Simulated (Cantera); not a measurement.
Feed: 1 mol SiH4, 0.17 mol HCl, 11 mol H2, held at 29000 Pa.

Method: chemical equilibrium by Gibbs-energy minimisation in Cantera with the NASA 1993 tables (ideal gas, pure condensed phases). Candidate condensed phases: Si; 19 gas species. The tables' values for SiCl3 are old estimates; treat these amounts as uncertain. Kinetics and transport are ignored.

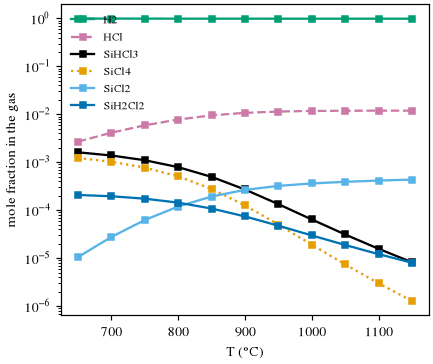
Fig. 1. Equilibrium gas composition (values under 1e-9 drawn at 1e-9)

From 650 °C to 1150 °C the condensed part is Si(s). The main Si-bearing gas is SiHCl3 at 650 °C and SiCl2 at 1150 °C.
